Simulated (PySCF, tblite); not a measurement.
# C₅H₈Si+ (doublet): geometry, infrared bands and EPR parameters

What infrared bands and EPR parameters should C₅H₈Si+ (doublet) (`C[Si@@H]1C=C[CH][CH+]1`) show?

The runs use tblite 0.8.0 and PySCF 2.14.0, with density-fitted response routines of our own; the level of theory stands in each step. All values are computed, except where a source is named. Atoms are numbered from 0 throughout.

## (1) The molecule as given

14 atoms, charge 1, multiplicity 2; geometry from: force field or distance geometry start.

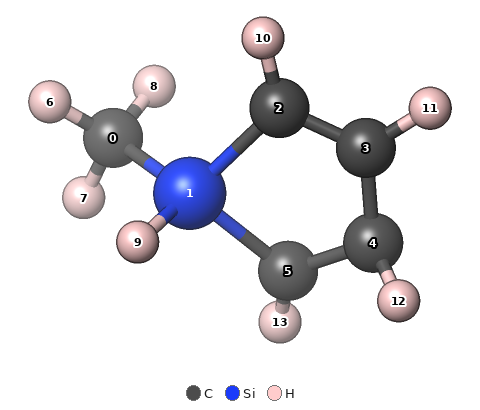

The starting geometry (carbon dark grey, silicon blue, hydrogen pink), atoms numbered; sticks join atoms by distance.

## (2) Relaxing the molecule with GFN2-xTB

The job: settings as JSON, then the geometry in Å.

```
{"job": {"kind": "relax", "xc": "GFN2-xTB", "basis": "xTB"}, "charge": 1, "multiplicity": 2}
C      2.151000     0.052500     0.693700
Si     0.566600    -0.167300    -0.237600
C     -0.607600     1.259700    -0.017100
C     -1.790200     0.792100     0.349500
C     -1.915700    -0.641500     0.530100
C     -0.622300    -1.344800     0.635800
H      2.897100     0.615200     0.116200
H      2.598400    -0.965300     0.843800
H      1.989000     0.546500     1.676000
H      0.729300    -0.493900    -1.626600
H     -0.365700     2.299800    -0.189800
H     -2.639700     1.490300     0.537900
H     -2.630900    -1.150000    -0.146700
H     -0.359900    -2.293800     1.092600
```

Run with:

```sh
> OMP_NUM_THREADS=1 python probes_run.py task.json out
```

One launch serves the whole session: the jobs run in the order shown.

**Question.** This job is followed by: GFN2-xTB harmonic vibrations, gas phase; UKS B3LYP, pcH-1 on C H Si, non-relativistic, mean-field spin-orbit, GIAO. What will the session give for the following? strongest single infrared mode (GFN2-xTB); zero-point energy (GFN2-xTB); g(iso) (B3LYP); ⟨S²⟩; largest a(iso) (averaged by class).

As calculated:

| quantity | value |
| --- | --- |
| strongest single infrared mode (GFN2-xTB) | 2315 cm⁻¹, 117 km/mol |
| zero-point energy (GFN2-xTB) | 65.7 kcal/mol |
| g(iso) (B3LYP) | 2.00284 |
| ⟨S²⟩ | 0.763 (exact 0.75) |
| largest a(iso) (averaged by class) | 13C on C2, C5, 38.2 MHz |

**Reading.** Over 96 steps the energy fell by 1.262 eV; of the close pairs, C4–C5 changed most, 1.476 to 1.350 Å. No mode is imaginary among the 36: a minimum at this level. The strongest single mode, at 2315 cm⁻¹, moves mainly H9. GFN2-xTB is a fitted tight-binding method: band positions and strengths are rough. Its intensities can rank the bands wrongly. The largest spin populations lie on C5 (0.46 e), C2 (0.46 e). The isotropic g lies 0.5 ppt above the free-electron value. These values are for one conformer; the search (at its own cheap level) found 1 more, at 0.25 kcal/mol, and measured spectra average over such forms.
